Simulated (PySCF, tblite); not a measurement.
**C₂H₆NSSi radical: geometry, infrared bands and EPR parameters**

Wanted: the infrared bands and EPR parameters of C₂H₆NSSi radical (`CC(=S)[SiH2][NH]`), by calculation.

Programs: tblite 0.8.0 and PySCF 2.14.0, with density-fitted response routines of our own. Each step states its level of theory. These are calculated values for one molecule in the gas phase, unless marked as measured. Atoms are numbered from 0 throughout.

### Step 1. Starting geometry

11 atoms, charge 0, multiplicity 2; geometry from: force field or distance geometry start.

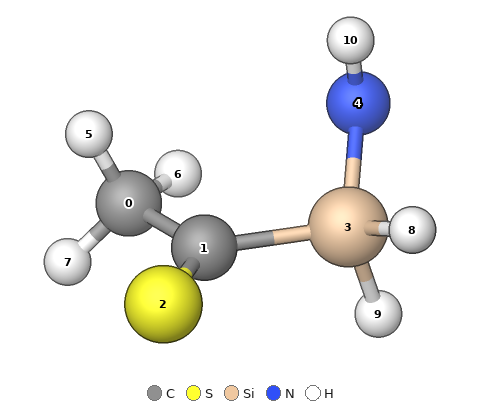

As it starts; carbon grey, sulfur yellow, silicon light orange, nitrogen blue, hydrogen white, atoms numbered.

### Step 2. Optimising the geometry with GFN2-xTB

Job settings and geometry (Å):

```
{"job": {"kind": "relax", "xc": "GFN2-xTB", "basis": "xTB"}, "charge": 0, "multiplicity": 2}
C      1.420100     0.514100    -0.143400
C      0.493700    -0.638500    -0.453200
S      0.913400    -1.675600    -1.331900
Si    -1.144400    -0.626400     0.398100
N     -1.568000     1.098100     0.618600
H      1.458800     1.153500    -1.026400
H      0.950400     1.109700     0.666400
H      2.442400     0.175700     0.090600
H     -2.163900    -1.384400    -0.296500
H     -0.862500    -1.184300     1.762600
H     -1.934400     1.460800    -0.310800
```

Run with:

```
$ OMP_NUM_THREADS=1 python probes_run.py task.json out
```

One launch serves the whole session: the jobs run in the order shown.

Standard output:

```text
step      E/eV     max force
  0    -410.60755   14.222
  1    -411.43866    6.609
  2    -411.97617    3.916
  3    -412.15330    2.827
  4    -412.22719    0.593
  5    -412.24091    0.367
  6    -412.26845    0.556
  7    -412.28264    0.587
  8    -412.29573    0.346
  9    -412.30634    0.386
 10    -412.32127    0.546
 11    -412.33192    0.421
 12    -412.33912    0.301
 13    -412.34343    0.162
 14    -412.34509    0.197
 15    -412.34636    0.127
 16    -412.34739    0.088
 17    -412.34874    0.127
 18    -412.35056    0.185
 19    -412.35294    0.174
 20    -412.35548    0.156
 21    -412.35780    0.141
 22    -412.35960    0.131
 23    -412.36113    0.116
 24    -412.36262    0.103
 25    -412.36390    0.087
 26    -412.36476    0.081
 27    -412.36543    0.115
 28    -412.36609    0.080
 29    -412.36724    0.094
 30    -412.36812    0.088
 31    -412.36904    0.078
 32    -412.36975    0.063
 33    -412.37041    0.077
 34    -412.37103    0.071
 35    -412.37158    0.065
 36    -412.37196    0.051
 37    -412.37222    0.053
 38    -412.37245    0.054
 39    -412.37271    0.046
 40    -412.37300    0.055
 41    -412.37326    0.048
 42    -412.37344    0.035
 43    -412.37358    0.039
 44    -412.37376    0.039
 45    -412.37402    0.053
 46    -412.37435    0.053
 47    -412.37468    0.044
 48    -412.37504    0.052
 49    -412.37563    0.073
 50    -412.37701    0.126
 51    -412.37823    0.189
 52    -412.38119    0.184
 53    -412.38347    0.151
 54    -412.38224    0.298
 55    -412.38557    0.124
 56    -412.38632    0.101
 57    -412.38837    0.181
 58    -412.38977    0.161
 59    -412.39300    0.126
 60    -412.39450    0.115
 61    -412.39788    0.171
 62    -412.39905    0.154
 63    -412.40055    0.164
 64    -412.40138    0.098
 65    -412.40212    0.088
 66    -412.40338    0.075
 67    -412.40467    0.105
 68    -412.40605    0.117
 69    -412.40717    0.207
 70    -412.40933    0.126
 71    -412.41094    0.121
 72    -412.41332    0.109
 73    -412.41448    0.094
 74    -412.41526    0.061
 75    -412.41570    0.138
 76    -412.41655    0.061
 77    -412.41727    0.042
 78    -412.41796    0.046
 79    -412.41822    0.040
 80    -412.41847    0.033
 81    -412.41861    0.035
 82    -412.41872    0.030
 83    -412.41881    0.027
 84    -412.41894    0.026
 85    -412.41906    0.032
 86    -412.41916    0.034
 87    -412.41933    0.035
 88    -412.41951    0.038
 89    -412.41969    0.031
 90    -412.41984    0.027
 91    -412.41994    0.023
 92    -412.41998    0.021
 93    -412.42001    0.017
 94    -412.42005    0.021
 95    -412.42014    0.027
 96    -412.42026    0.036
 97    -412.42039    0.031
 98    -412.42047    0.017
 99    -412.42052    0.024
100    -412.42057    0.029
101    -412.42064    0.046
102    -412.42065    0.027
103    -412.42081    0.033
104    -412.42093    0.040
105    -412.42113    0.043
106    -412.42123    0.036
107    -412.42134    0.031
108    -412.42146    0.022
109    -412.42153    0.018
110    -412.42158    0.016
111    -412.42163    0.016
112    -412.42168    0.019
113    -412.42178    0.021
114    -412.42192    0.037
115    -412.42211    0.034
116    -412.42229    0.062
117    -412.42254    0.033
118    -412.42275    0.025
119    -412.42280    0.021
120    -412.42288    0.016
121    -412.42291    0.018
122    -412.42297    0.019
123    -412.42301    0.021
124    -412.42306    0.014
125    -412.42310    0.020
126    -412.42312    0.008
```

Run time: 0.53 s. Hardware: 1 thread of Arm Neoverse V2, shared host.

Along the way: (not every step is listed)

| step | energy from step 0 (eV) | largest force (eV/Å) |
| --- | --- | --- |
| 0 | 0.0000 | 14.2221 |
| 1 | -0.8311 | 6.6088 |
| 2 | -1.3686 | 3.9164 |
| 3 | -1.5457 | 2.8271 |
| 4 | -1.6196 | 0.5929 |
| 5 | -1.6334 | 0.3672 |
| 6 | -1.6609 | 0.5559 |
| 7 | -1.6751 | 0.5870 |
| 8 | -1.6882 | 0.3465 |
| 19 | -1.7454 | 0.1743 |
| 30 | -1.7606 | 0.0876 |
| 41 | -1.7657 | 0.0481 |
| 52 | -1.7736 | 0.1843 |
| 63 | -1.7930 | 0.1642 |
| 74 | -1.8077 | 0.0608 |
| 85 | -1.8115 | 0.0315 |
| 96 | -1.8127 | 0.0357 |
| 107 | -1.8138 | 0.0313 |
| 118 | -1.8152 | 0.0253 |
| 121 | -1.8154 | 0.0182 |
| 122 | -1.8154 | 0.0192 |
| 123 | -1.8155 | 0.0206 |
| 124 | -1.8155 | 0.0145 |
| 125 | -1.8155 | 0.0195 |
| 126 | -1.8156 | 0.0081 |

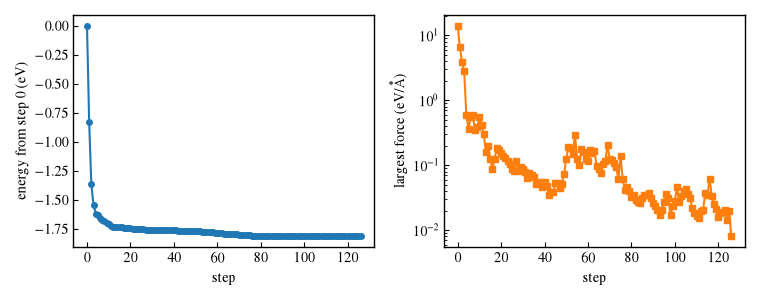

Energy and force, step by step.

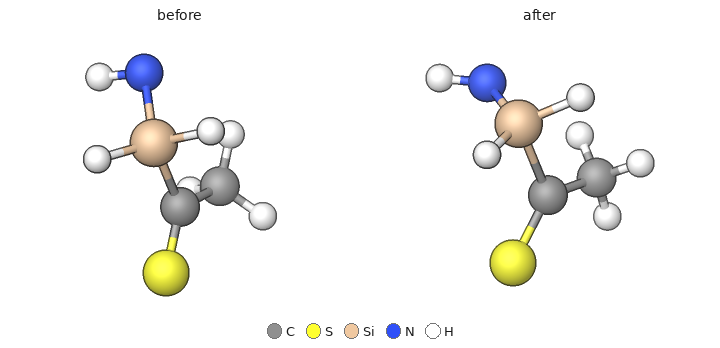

Before and after, at one scale.

Distances of close pairs at the start and the end, largest changes first:

| bond | before (Å) | after (Å) | change (Å) |
| --- | --- | --- | --- |
| C1–S2 | 1.423 | 1.598 | +0.176 |
| Si3–N4 | 1.789 | 1.649 | -0.140 |
| C1–Si3 | 1.846 | 1.977 | +0.131 |
| N4–H10 | 1.063 | 1.008 | -0.055 |
| C0–C1 | 1.511 | 1.465 | -0.046 |
| Si3–H9 | 1.501 | 1.464 | -0.037 |
| C0–H6 | 1.110 | 1.091 | -0.019 |
| Si3–H8 | 1.448 | 1.462 | +0.014 |

The final coordinates are the input of the step that follows.

### Step 3. Infrared spectrum with GFN2-xTB

Job settings and geometry (Å):

```
{"job": {"kind": "ir", "xc": "GFN2-xTB", "basis": "xTB"}, "charge": 0, "multiplicity": 2}
C      1.499400     0.393201     0.044729
C      0.501210    -0.558899    -0.448091
S      0.652851    -1.569493    -1.677263
Si    -1.260709    -0.438431     0.441384
N     -1.567898     1.087857    -0.101792
H      1.048583     1.385991     0.042337
H      1.733503     0.161692     1.084572
H      2.413816     0.387513    -0.547894
H     -1.926999    -1.695931     0.107412
H     -0.840008    -0.451138     1.843396
H     -2.248323     1.300308    -0.814755
```

Standard output:

```text
mode    cm-1     km/mol
  1      46.6      3.43
  2     131.5      3.43
  3     145.8     15.14
  4     196.0      9.20
  5     269.5     15.22
  6     313.7     69.52
  7     344.9      7.87
  8     477.9     14.81
  9     487.6     56.52
 10     559.0      8.12
 11     688.6     47.95
 12     798.3    104.26
 13     818.1    208.96
 14     889.0     27.31
 15     949.6      7.02
 16    1082.6     63.56
 17    1133.8     61.00
 18    1284.2    122.85
 19    1357.8     29.14
 20    1420.1     12.52
 21    1447.7      1.44
 22    2230.7    344.13
 23    2281.1    183.74
 24    2984.9      2.98
 25    3001.7      7.82
 26    3008.2      8.97
 27    3452.7      0.77
```

Wall time 0.22 s (1 thread of Arm Neoverse V2, shared host).

Which atoms move in the most intense modes:

| cm⁻¹ | km/mol | atoms |
| --- | --- | --- |
| 314 | 69.5 | H10 37 %, Si3 15 %, C0 15 % |
| 798 | 104.3 | H10 65 %, N4 15 %, H8 14 % |
| 818 | 209.0 | H9 43 %, H8 39 %, H10 13 % |
| 1083 | 63.6 | H7 28 %, C1 19 %, C0 16 %, N4 14 % |
| 1134 | 61.0 | N4 46 %, Si3 25 %, C1 10 % |
| 1284 | 122.8 | C1 71 %, C0 11 % |
| 2231 | 344.1 | H9 79 %, H8 17 % |
| 2281 | 183.7 | H8 80 %, H9 18 % |

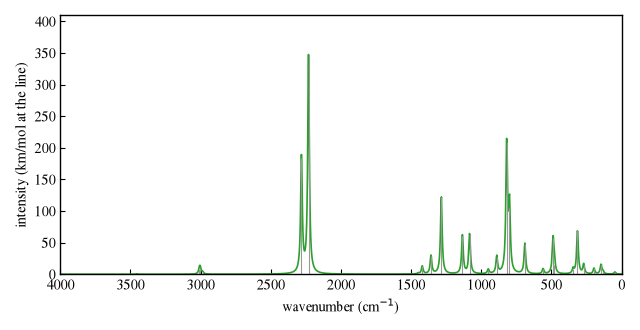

The infrared spectrum from these modes, unscaled. Lines are broadened to a width of 14 cm⁻¹ (Lorentzian).

### Step 4. EPR parameters: B3LYP/pcH-1

The job, as its differences from that of step 3:

```diff
@@ -1,2 +1,2 @@
-{"job": {"kind": "ir", "xc": "GFN2-xTB", "basis": "xTB"}, "charge": 0, "multiplicity": 2}
+{"job": {"kind": "epr", "basis": "pcH-1"}, "charge": 0, "multiplicity": 2}
 C      1.499400     0.393201     0.044729
```

Method: UKS B3LYP, pcH-1 on C H N S Si, non-relativistic, mean-field spin-orbit, GIAO.

Standard output:

```text
UKS, coarse grid
  cycle   1  E = -822.05627444  |g| = 5.30e-01
  cycle   2  E = -819.59883469  |g| = 1.66e+00
  cycle   3  E = -822.12053447  |g| = 3.11e-01
  cycle   4  E = -822.19837436  |g| = 9.69e-02
  cycle   5  E = -822.20086238  |g| = 9.54e-02
  cycle   6  E = -822.20489456  |g| = 6.42e-02
  cycle   7  E = -822.20530705  |g| = 6.11e-02
  cycle   8  E = -822.20787721  |g| = 1.77e-02
  cycle   9  E = -822.20807611  |g| = 5.77e-03
  cycle  10  E = -822.20809642  |g| = 1.05e-03
  cycle  11  E = -822.20809731  |g| = 4.63e-04
UKS, final grid
  cycle   1  E = -822.20813363  |g| = 6.92e-04
  cycle   2  E = -822.20813182  |g| = 1.89e-03
  cycle   3  E = -822.20813399  |g| = 1.95e-04
  cycle   4  E = -822.20813402  |g| = 6.40e-05
  cycle   5  E = -822.20813403  |g| = 5.66e-05
  cycle   6  E = -822.20813404  |g| = 3.34e-05
  cycle   7  E = -822.20813404  |g| = 1.22e-05
E = -822.20813404 Eh   <S^2> = 0.7722 (exact 0.7500)
g shifts (ppm)      1          2          3
  rmc          -208       -208       -208
  gc              4         37         49
  oz_so        -798       4089       9667
  total       -1001       3919       9509
hyperfine (MHz)  atom isotope    a_iso     a_fc   dipolar eigenvalues
    0   13C       5.26       5.27     -2.67     -1.87      4.54
    1   13C      81.81      82.14    -17.58    -13.23     30.82
    2   33S       3.37       3.26    -31.78    -19.05     50.83
    3  29Si      54.74      54.85     -5.57     -1.03      6.60
    4   14N      20.37      20.29    -31.62    -30.27     61.90
    5    1H      -2.44      -2.43     -3.99     -1.39      5.38
    6    1H      -5.82      -5.81     -2.41     -1.33      3.74
    7    1H       8.59       8.60     -2.38     -0.36      2.74
    8    1H      -7.14      -7.15     -2.67     -0.95      3.62
    9    1H     101.13     101.12     -2.79     -1.54      4.34
   10    1H     -42.52     -42.63    -38.93     -6.55     45.49
```

Run time: 32 s. Hardware: 1 thread of Arm Neoverse V2, shared host; peak memory 0.69 GiB.

Principal g values 2.00132, 2.00624, 2.01183; g(iso) = 2.00646, against 2.00232 for a free electron.

Hyperfine couplings; where a row names several nuclei, a(iso) is their mean (it holds for fast rotation or exchange) and the dipolar term the largest among them:

| nuclei | isotope | a(iso) (MHz) | a(iso) (G, at g = 2.0023) | largest dipolar term (MHz) |
| --- | --- | --- | --- | --- |
| C1 | 13C | 81.8 | 29.2 | 30.8 |
| Si3 | 29Si | 54.7 | 19.5 | 6.6 |
| H8, H9 | 1H | 47.0 | 16.8 | 4.3 |
| H10 | 1H | -42.5 | -15.2 | 45.5 |
| N4 | 14N | 20.4 | 7.3 | 61.9 |
| C0 | 13C | 5.3 | 1.9 | 4.5 |
| S2 | 33S | 3.4 | 1.2 | 50.8 |
| H5, H6, H7 | 1H | 0.1 | 0.0 | 5.4 |

Mulliken spin populations:

| atom | value (e) |
| --- | --- |
| C0 | 0.01 |
| C1 | 0.09 |
| S2 | 0.21 |
| Si3 | -0.06 |
| N4 | 0.72 |
| H5 | 0.00 |
| H6 | 0.00 |
| H7 | 0.01 |
| H8 | 0.00 |
| H9 | 0.06 |
| H10 | -0.02 |

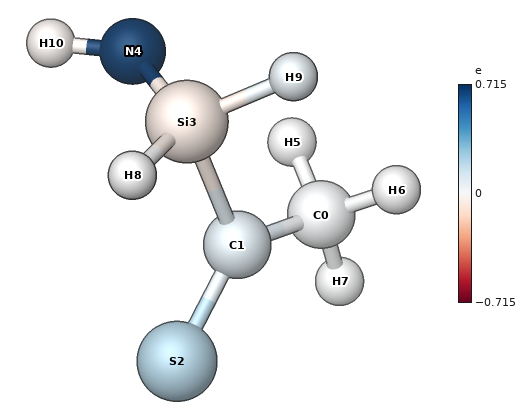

Mulliken spin populations, as colours on the atoms.

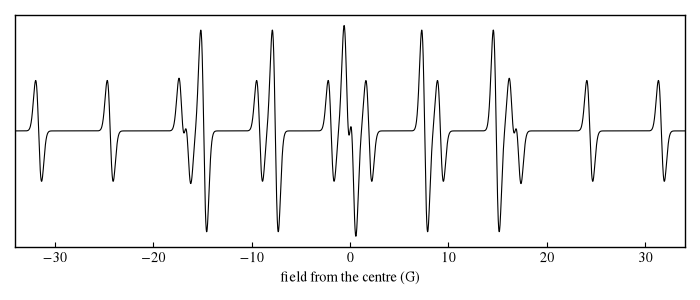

First-order isotropic spectrum (first derivative, main isotopes with spin only, couplings over 0.8 MHz, Gaussian width 0.3 G; couplings of the frozen geometry, rotation of groups not averaged beyond the rows shown).

Orbitals, density, ELF and potential are computed afterwards from the orbital file.

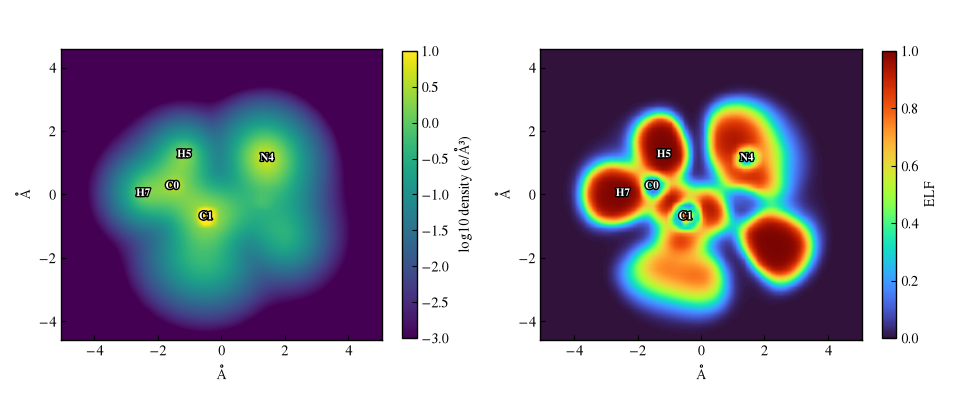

Density (left) and ELF (right) in a plane through or near 5 of the atoms.

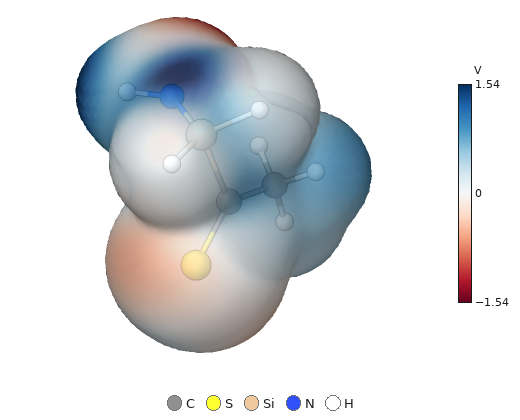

The potential that a unit positive charge feels on the 0.002 e/bohr³ surface, from -1.46 V near N4 to 1.54 V near H10.

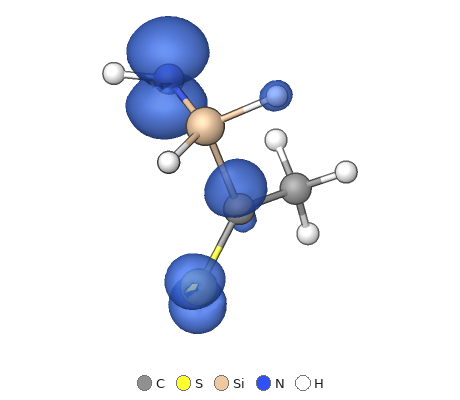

Spin density at ±0.05 e/Å³ (alpha excess blue, beta excess red).

### Step 5. What came out

| quantity | value |
| --- | --- |
| strongest single infrared mode (GFN2-xTB) | 2231 cm⁻¹, 344 km/mol |
| zero-point energy (GFN2-xTB) | 45.5 kcal/mol |
| g(iso) (B3LYP) | 2.00646 |
| ⟨S²⟩ | 0.772 (exact 0.75) |
| largest a(iso) (averaged by class) | 13C on C1, 81.8 MHz |
| potential on the surface of density 0.002 e/bohr³, 1st and 99th percentile | -1.46 V and 1.54 V |

What this shows: Over 126 steps the energy fell by 1.816 eV; of the close pairs, C1–S2 changed most, 1.423 to 1.598 Å. All 27 modes are real, so the xTB geometry is a minimum. The strongest single mode, at 2231 cm⁻¹, moves mainly H9. Unscaled tight-binding wavenumbers are off by several per cent, some by more. Its intensities can rank the bands wrongly. N4 carries the largest spin population, 0.72 e. The isotropic g lies 4.1 ppt above the free-electron value. These values are for one conformer; the search (at its own cheap level) found 2 more, at 0.00, 1.67 kcal/mol (those within 0.05 may be mirror or relabelled copies), and measured spectra average over such forms.
